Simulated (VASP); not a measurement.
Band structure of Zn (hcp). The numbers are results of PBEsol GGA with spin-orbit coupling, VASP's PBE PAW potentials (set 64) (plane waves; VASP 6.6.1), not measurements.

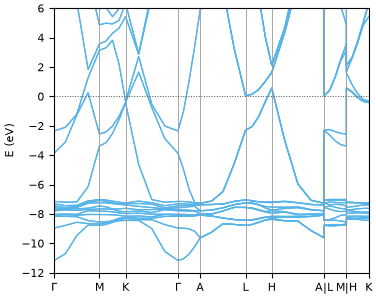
Figure: Bands along high-symmetry lines, zero at the valence-band maximum or, without a gap, the Fermi level

Task: Read the plot: is there a gap, and where are the band edges?

Result: It has no gap at this level: it comes out as a metal or semimetal.

The compound is Zn in the hcp structure. It was relaxed first, which changed the volume by -8 %.
